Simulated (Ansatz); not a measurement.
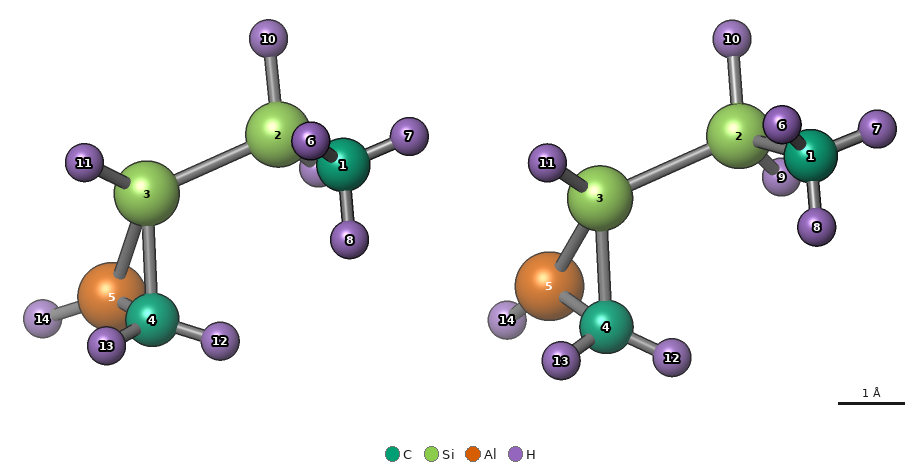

Two geometries of C2H9AlSi2 (coarse preliminary run), drawn at one scale. One is the start of a relaxation, the other its converged end. The picture is a ball-and-stick view, seen from a free direction.

Method: RKS PBE-D4/def2-SVP (Ansatz 0.2.0). Settings: force threshold 0.03 eV/Å; at most 200 steps.

Which one is relaxed?

Answer. The right one is the relaxed one. The start comes from a force field. After 10 geometry steps the energy has fallen by 16.3 kcal/mol. The largest force component goes from 2.7 to 0.024 eV/Å. The forces were under the threshold at step 4, but the run went on from there. Al5 moves most after the best rigid fit: 0.38 Å. Largest moves by element: Al 0.38 Å, H 0.31 Å, C 0.22 Å, Si 0.13 Å. Among the contacts that change: Si2–Si3 2.213 → 2.341 Å, C1–Si2 1.806 → 1.899 Å, Si3–Al5 2.430 → 2.352 Å, Si2–H9 1.444 → 1.513 Å. Among the angles between lasting bonds that change: Si3–Al5–H14 143.4° → 164.1°, Al5–C4–H12 117.0° → 126.5°, Si3–C4–H12 110.0° → 117.5°. Cost: 18 s on 4 threads of Arm Neoverse V1, on a shared host.
